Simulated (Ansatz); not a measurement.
**Molecular dynamics of C₂H₆InN (part 1 of 2)**

C₂H₆InN, computed with RKS BLYP/def2-SVP (Ansatz 0.2.0).

The geometry comes from this level: PBE0-D4/def2-TZVP.

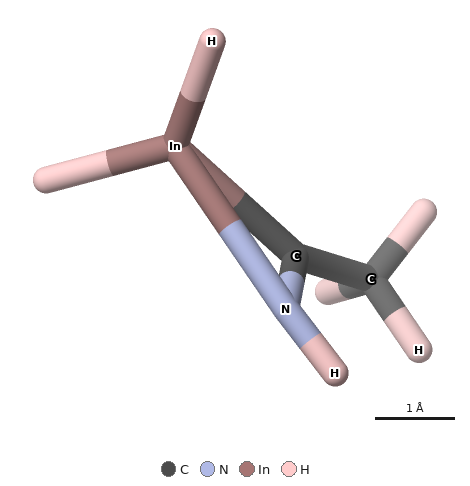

Figure 1. The structure as given in the input (stick view, seen at a tilt). Sticks mark near contacts. Bond lengths as drawn: C–C 1.49 Å, C–H 1.09 to 1.10 Å, C–In 2.16 Å, C–N 1.27 Å, H–In 1.72 Å, H–N 1.03 Å and In–N 2.55 Å.

Key numbers

| quantity | value |
| --- | --- |
| outcome | finished |
| mean temperature over the second half | 476 K |
| trajectory | 30 steps, 15 fs |
| ensemble | nvt_nose_hoover |
| temperature in the input | 700 K |
| time step | 0.5 fs |
| potential energy (last step) | −8827.9265 eV |
| SCF solution under orbital rotations (last step) | stable |
| largest force (length of the vector) (last step) | 1.741 eV/Å |
| dipole moment (last step) | 3.24 D |
| hardware | 4 threads of Arm Neoverse N1, 23 GiB of memory available, shared host |
| wall time | 54 s (CPU time 3.2 min) |
| peak memory | 0.41 GiB |

Notes

So short a trajectory is not equilibrated. The temperature stays far from the 700 K of the thermostat over the second half: the run isn't equilibrated.

Input file
```yaml
crystal:
  periodic: [false, false, false]
  atoms:
    - {symbol: C, position_ang: [1.283319, -0.841904, -0.015540]}
    - {symbol: C, position_ang: [-0.047898, -0.182048, 0.027276]}
    - {symbol: N, position_ang: [-1.165183, -0.765709, 0.206668]}
    - {symbol: In, position_ang: [-0.989098, 1.756716, -0.127677]}
    - {symbol: H, position_ang: [1.934200, -0.425390, 0.758585]}
    - {symbol: H, position_ang: [1.770487, -0.643302, -0.974506]}
    - {symbol: H, position_ang: [1.203351, -1.926476, 0.128415]}
    - {symbol: H, position_ang: [-1.110280, -1.785108, 0.330020]}
    - {symbol: H, position_ang: [-1.295583, 2.596655, 1.340932]}
    - {symbol: H, position_ang: [-1.583324, 2.216557, -1.674164]}
basis:
  gaussian: {orbitals: def2-SVP}
hamiltonian: {xc: {name: BLYP}}
md: {timestep: 0.5 fs, n_steps: 30, ensemble: nvt_nose_hoover, temperature: 700, initial_velocities: maxwell_boltzmann, seed: 87}
```

Run as:
```bash
ansatz run in.yaml --threads 4 --pin off --events-out ev --progress --plain --max-ram 10444MiB
```

Output
```
Functional definition: BLYP
  name "BLYP"
  cite "Becke, Phys. Rev. A 38, 3098 (1988) doi:10.1103/PhysRevA.38.3098"
  cite "Lee, Yang & Parr, Phys. Rev. B 37, 785 (1988) doi:10.1103/PhysRevB.37.785"
  parameter beta = 0.0042
  parameter a = 0.04918
  parameter b = 0.132
  parameter c = 0.2533
  parameter d = 0.349
  exchange = b88_x(beta = beta)
  correlation = lyp_c(a = a, b = b, c = c, d = d)
1152 factors; their error is unknown
mean field evaluation 1: about -8816.5108 eV, gradient 6.7e1 eV
mean field evaluation 2: about -8753.9370 eV, gradient 1.4e2 eV
mean field evaluation 4: about -8827.5615 eV, gradient 1.7e1 eV
mean field evaluation 8: about -8828.2379 eV, gradient 8.5e-2 eV
mean field evaluation 16: about -8828.1942 eV, gradient 2.9e-5 eV
mean field -8828.19422989 eV, -324.4301539835 hartree, gradient 2.9e-5 eV, S^2 0.000000; 0 other end points of the search recorded, 0 dependent functions left out
the calculation of the forces begins
reference -8828.19460293 eV, -324.4301676926 hartree; 23, 23 occupied and 75, 75 virtual orbitals, 1152 factors
md step     0: t =     0.00 fs  T =   700.0 K  F+E_penalty+E_count = -8828.19422989 eV  E_kin = 0.723856 eV  conserved = -8827.47037390 eV  (28 SCF iters)
these checks for a lower state are left out or cut short: starts, cluster_reference, orbital_swaps, neighbouring_geometries, increment
1152 factors; their error is unknown
mean field -8828.20227003 eV, -324.4304494533 hartree, gradient 7.8e-6 eV, S^2 0.000000; 0 other end points of the search recorded, 0 dependent functions left out
the calculation of the forces begins
reference -8828.20264357 eV, -324.4304631804 hartree; 23, 23 occupied and 75, 75 virtual orbitals, 1152 factors
md step     1: t =     0.50 fs  T =   707.7 K  F+E_penalty+E_count = -8828.20227003 eV  E_kin = 0.731852 eV  conserved = -8827.47041813 eV  (33 SCF iters)
[... from here on the SCF iterations and repeated set-up lines of each step are left out, up to the last step ...]
md step     2: t =     1.00 fs  T =   698.8 K  F+E_penalty+E_count = -8828.19286416 eV  E_kin = 0.722633 eV  conserved = -8827.47023100 eV  (32 SCF iters)
md step     3: t =     1.50 fs  T =   675.7 K  F+E_penalty+E_count = -8828.16862101 eV  E_kin = 0.698697 eV  conserved = -8827.46992316 eV  (32 SCF iters)
md step     4: t =     2.00 fs  T =   642.7 K  F+E_penalty+E_count = -8828.13419682 eV  E_kin = 0.664607 eV  conserved = -8827.46959033 eV  (32 SCF iters)
md step     5: t =     2.50 fs  T =   604.9 K  F+E_penalty+E_count = -8828.09480744 eV  E_kin = 0.625527 eV  conserved = -8827.46928468 eV  (31 SCF iters)
md step     6: t =     3.00 fs  T =   567.0 K  F+E_penalty+E_count = -8828.05534453 eV  E_kin = 0.586331 eV  conserved = -8827.46902560 eV  (31 SCF iters)
md step     7: t =     3.50 fs  T =   533.0 K  F+E_penalty+E_count = -8828.01998752 eV  E_kin = 0.551187 eV  conserved = -8827.46882426 eV  (32 SCF iters)
md step     8: t =     4.00 fs  T =   506.1 K  F+E_penalty+E_count = -8827.99196147 eV  E_kin = 0.523302 eV  conserved = -8827.46870140 eV  (32 SCF iters)
md step     9: t =     4.50 fs  T =   487.9 K  F+E_penalty+E_count = -8827.97319491 eV  E_kin = 0.504576 eV  conserved = -8827.46868525 eV  (32 SCF iters)
md step    10: t =     5.00 fs  T =   478.9 K  F+E_penalty+E_count = -8827.96389676 eV  E_kin = 0.495197 eV  conserved = -8827.46879780 eV  (32 SCF iters)
md step    11: t =     5.50 fs  T =   477.1 K  F+E_penalty+E_count = -8827.96226174 eV  E_kin = 0.493363 eV  conserved = -8827.46903509 eV  (32 SCF iters)
md step    12: t =     6.00 fs  T =   479.1 K  F+E_penalty+E_count = -8827.96458275 eV  E_kin = 0.495412 eV  conserved = -8827.46935416 eV  (32 SCF iters)
md step    13: t =     6.50 fs  T =   480.2 K  F+E_penalty+E_count = -8827.96598068 eV  E_kin = 0.496552 eV  conserved = -8827.46966719 eV  (32 SCF iters)
md step    14: t =     7.00 fs  T =   476.0 K  F+E_penalty+E_count = -8827.96180663 eV  E_kin = 0.492252 eV  conserved = -8827.46985543 eV  (32 SCF iters)
md step    15: t =     7.50 fs  T =   464.2 K  F+E_penalty+E_count = -8827.94946751 eV  E_kin = 0.480026 eV  conserved = -8827.46981079 eV  (32 SCF iters)
md step    16: t =     8.00 fs  T =   445.8 K  F+E_penalty+E_count = -8827.93001922 eV  E_kin = 0.460965 eV  conserved = -8827.46949879 eV  (32 SCF iters)
md step    17: t =     8.50 fs  T =   425.6 K  F+E_penalty+E_count = -8827.90858125 eV  E_kin = 0.440094 eV  conserved = -8827.46901112 eV  (30 SCF iters)
md step    18: t =     9.00 fs  T =   410.9 K  F+E_penalty+E_count = -8827.89285328 eV  E_kin = 0.424911 eV  conserved = -8827.46855111 eV  (32 SCF iters)
md step    19: t =     9.50 fs  T =   408.5 K  F+E_penalty+E_count = -8827.89000665 eV  E_kin = 0.422374 eV  conserved = -8827.46833373 eV  (32 SCF iters)
md step    20: t =    10.00 fs  T =   421.4 K  F+E_penalty+E_count = -8827.90344010 eV  E_kin = 0.435782 eV  conserved = -8827.46846138 eV  (32 SCF iters)
md step    21: t =    10.50 fs  T =   448.0 K  F+E_penalty+E_count = -8827.93120614 eV  E_kin = 0.463251 eV  conserved = -8827.46887527 eV  (32 SCF iters)
md step    22: t =    11.00 fs  T =   482.0 K  F+E_penalty+E_count = -8827.96683545 eV  E_kin = 0.498475 eV  conserved = -8827.46941324 eV  (32 SCF iters)
md step    23: t =    11.50 fs  T =   515.5 K  F+E_penalty+E_count = -8828.00177414 eV  E_kin = 0.533072 eV  conserved = -8827.46990579 eV  (32 SCF iters)
md step    24: t =    12.00 fs  T =   540.7 K  F+E_penalty+E_count = -8828.02804087 eV  E_kin = 0.559178 eV  conserved = -8827.47023265 eV  (32 SCF iters)
md step    25: t =    12.50 fs  T =   552.6 K  F+E_penalty+E_count = -8828.04017426 eV  E_kin = 0.571386 eV  conserved = -8827.47033768 eV  (32 SCF iters)
md step    26: t =    13.00 fs  T =   549.0 K  F+E_penalty+E_count = -8828.03620187 eV  E_kin = 0.567716 eV  conserved = -8827.47022215 eV  (32 SCF iters)
md step    27: t =    13.50 fs  T =   531.6 K  F+E_penalty+E_count = -8828.01769904 eV  E_kin = 0.549694 eV  conserved = -8827.46993062 eV  (32 SCF iters)
md step    28: t =    14.00 fs  T =   504.5 K  F+E_penalty+E_count = -8827.98910276 eV  E_kin = 0.521676 eV  conserved = -8827.46954052 eV  (32 SCF iters)
md step    29: t =    14.50 fs  T =   473.5 K  F+E_penalty+E_count = -8827.95649039 eV  E_kin = 0.489647 eV  conserved = -8827.46914256 eV  (32 SCF iters)
these checks for a lower state are left out or cut short: starts, cluster_reference, orbital_swaps, neighbouring_geometries, increment
1152 factors; their error is unknown
mean field -8827.92612968 eV, -324.4203014825 hartree, gradient 2.1e-5 eV, S^2 0.000000; 0 other end points of the search recorded, 0 dependent functions left out
the calculation of the forces begins
reference -8827.92650912 eV, -324.4203154266 hartree; 23, 23 occupied and 75, 75 virtual orbitals, 1152 factors
1152 factors; their error is unknown
mean field evaluation 256: about -8827.9710 eV, gradient 5.0e-1 eV
mean field -8827.92612968 eV, -324.4203014825 hartree, gradient 2.8e-5 eV, S^2 0.000000; 1 other end points of the search recorded, 0 dependent functions left out
the calculation of the forces begins
reference -8827.92650912 eV, -324.4203154266 hartree; 23, 23 occupied and 75, 75 virtual orbitals, 1152 factors
md step    30: t =    15.00 fs  T =   444.6 K  F+E_penalty+E_count = -8827.92612968 eV  E_kin = 0.459788 eV  conserved = -8827.46882181 eV  (30 SCF iters)
```

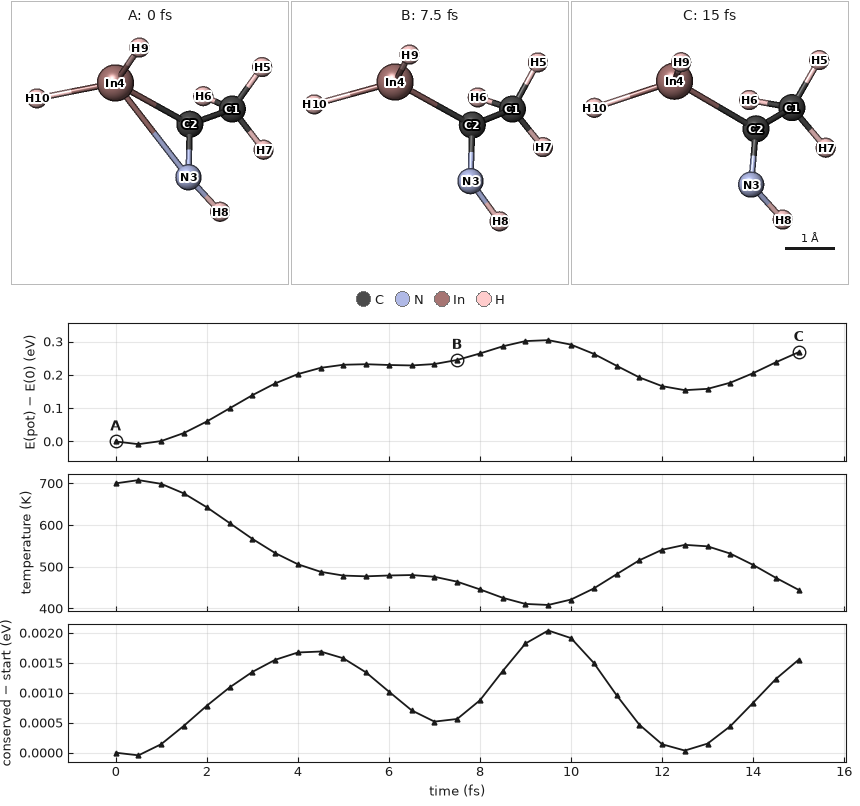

Figure 2. Frames of the molecular dynamics (ball-and-stick, seen at a tilt) above the curves, on which the letters mark them. The trajectory kept here has 31 frames over 15 fs. The temperature starts at 700 K, ranges from 408 to 708 K and averages 476 K over the second half. The potential energy ends 0.268 eV above its first value. The conserved quantity stays within 0.0021 eV. After an unweighted best fit of the last frame on the first, the root-mean-square displacement is 0.19 Å, and H9 has moved furthest (0.34 Å).

```
Total energy: -8827.92650912 eV, -324.4203154266 hartree
Atom 0 at     1.309834    -0.815155    -0.042730 Å, force     0.294627    -0.045020    -0.947851 eV/Å
Atom 1 at    -0.105051    -0.290610     0.157904 Å, force     0.929238     0.732156    -0.388907 eV/Å
Atom 2 at    -1.194861    -0.934717     0.201041 Å, force    -0.415221    -1.056396     0.413210 eV/Å
Atom 3 at    -0.976889     1.786497    -0.132070 Å, force    -0.579570    -0.509485    -0.266499 eV/Å
Atom 4 at     2.108549    -0.328395     0.614079 Å, force    -0.802780    -0.363878    -0.568154 eV/Å
Atom 5 at     1.522116    -0.506888    -1.160598 Å, force     0.081617    -0.639901     1.617578 eV/Å
Atom 6 at     1.345145    -1.960648     0.065599 Å, force     0.085612     1.026925    -0.155446 eV/Å
Atom 7 at    -1.079333    -1.994987     0.260403 Å, force    -0.098461     0.686107    -0.122763 eV/Å
Atom 8 at    -1.772509     2.635633     1.149414 Å, force     0.119514     0.211600     0.433990 eV/Å
Atom 9 at    -1.818325     2.119273    -1.673600 Å, force     0.385424    -0.042109    -0.015158 eV/Å
Dipole moment:     0.616145    -0.272272     0.000646 e Å
```

Trajectory as extended XYZ (Å, eV, eV/Å), 20 of the 31 frames kept, from step=0 to step=30
```
10
Properties=species:S:1:pos:R:3:forces:R:3 step=0 time_fs=0.0 energy=-8828.19423 temperature=700.0
C     1.2833   -0.8419   -0.0155    0.0037   0.0389  -0.0054
C    -0.0479   -0.1820    0.0273    0.6950   0.1545  -0.0858
N    -1.1652   -0.7657    0.2067   -1.0400   0.0951   0.0866
In   -0.9891    1.7567   -0.1277   -0.0150   0.4446  -0.0545
H     1.9342   -0.4254    0.7586    0.3715   0.1994   0.3731
H     1.7705   -0.6433   -0.9745    0.2917   0.0929  -0.4725
H     1.2034   -1.9265    0.1284   -0.0125  -0.5557   0.0711
H    -1.1103   -1.7851    0.3300   -0.0516  -0.6775   0.0904
H    -1.2956    2.5967    1.3409   -0.0936   0.1410   0.2919
H    -1.5833    2.2166   -1.6742   -0.1492   0.0668  -0.2949
10
Properties=species:S:1:pos:R:3:forces:R:3 step=2 time_fs=1.0 energy=-8828.19286 temperature=698.8
C     1.2755   -0.8409   -0.0118    1.0694   0.0355  -0.7698
C    -0.0494   -0.1835    0.0344    0.4291  -0.1732   0.0397
N    -1.1628   -0.7810    0.2060   -1.1402   0.7618   0.0116
In   -0.9880    1.7584   -0.1282   -0.0963   0.4404   0.1466
H     1.9638   -0.4064    0.7413    0.0257  -0.0381   0.0950
H     1.7642   -0.6244   -1.0084   -0.1957  -0.1092   0.4587
H     1.2274   -1.9453    0.1060   -0.0548  -0.0471   0.1105
H    -1.1424   -1.7918    0.3286    0.1280  -0.9939   0.1060
H    -1.3425    2.6116    1.3414   -0.0275   0.0471   0.1455
H    -1.6047    2.2095   -1.6654   -0.1376   0.0768  -0.3437
10
Properties=species:S:1:pos:R:3:forces:R:3 step=3 time_fs=1.5 energy=-8828.16862 temperature=675.7
C     1.2719   -0.8403   -0.0101    1.5590   0.0078  -1.0421
C    -0.0500   -0.1843    0.0380    0.2772  -0.3478   0.0994
N    -1.1618   -0.7885    0.2057   -1.1551   0.9479  -0.0081
In   -0.9874    1.7593   -0.1284   -0.1473   0.4483   0.2364
H     1.9789   -0.3969    0.7332   -0.1635  -0.1634  -0.0484
H     1.7607   -0.6153   -1.0242   -0.3769  -0.1946   0.8213
H     1.2393   -1.9551    0.0952   -0.0835   0.2240   0.1308
H    -1.1580   -1.7986    0.3283    0.2060  -0.9967   0.0956
H    -1.3661    2.6193    1.3423    0.0099  -0.0031   0.0672
H    -1.6159    2.2063   -1.6623   -0.1259   0.0775  -0.3522
10
Properties=species:S:1:pos:R:3:forces:R:3 step=5 time_fs=2.5 energy=-8828.09481 temperature=604.9
C     1.2657   -0.8393   -0.0074    2.3637  -0.0582  -1.3982
C    -0.0510   -0.1861    0.0452   -0.0383  -0.6977   0.2084
N    -1.1606   -0.8029    0.2050   -1.1507   0.9937  -0.0057
In   -0.9863    1.7611   -0.1288   -0.2665   0.4764   0.3809
H     2.0075   -0.3794    0.7163   -0.5067  -0.3830  -0.2737
H     1.7505   -0.5985   -1.0493   -0.6012  -0.3184   1.2934
H     1.2623   -1.9727    0.0745   -0.1557   0.6976   0.1802
H    -1.1877   -1.8191    0.3283    0.3558  -0.6788   0.0379
H    -1.4131    2.6346    1.3444    0.0896  -0.1018  -0.0860
H    -1.6391    2.2004   -1.6585   -0.0899   0.0702  -0.3372
```
